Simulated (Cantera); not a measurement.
Charge: 1 mol Hg, 0.51 mol H2, held at 101000 Pa.

Method: chemical equilibrium by Gibbs-energy minimisation in Cantera with the NASA 1993 tables (ideal gas, pure condensed phases). Candidate condensed phases: Hg; 3 gas species. Rates play no part.

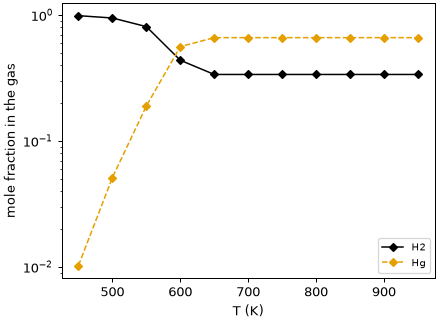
Fig. 1. Equilibrium gas composition (values under 1e-9 drawn at 1e-9)

From 450 K to 600 K the condensed part is Hg(l). From 650 K to 950 K nothing is condensed. The main Hg-bearing gas is Hg throughout.
